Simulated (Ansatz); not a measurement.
Calculation: PBE (plane waves to 420 eV, PAW; Ansatz, a quantum-chemistry and plane-wave program).

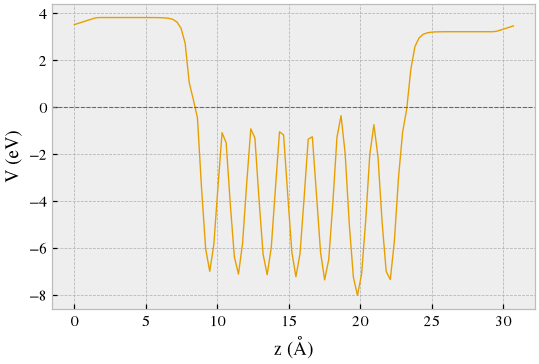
Figure. Planar average of the electrostatic potential across the slab, in eV from the Fermi level, for the (110) surface of germanium, Sb on one of 2 atoms under the surface, H on every dangling bond (bottom of the slab: built like the top, H on every dangling bond, free)

Model: 18-atom slab, 14.8 Å thick at the start with caps and adatoms, 7x5x1 mesh, Fermi-Dirac 0.025 eV, dipole correction, 2 atoms held, the rest relaxed; start symmetry kept, larger cells not searched; spin-polarised, no spin-orbit, no U. The slab shows no gap on its mesh. The starting moment vanished. It is one candidate, not shown to be the stable structure of the face.

The vacuum level lies 3.21 eV above the Fermi level over the top face and 3.82 eV above it under the bottom face.
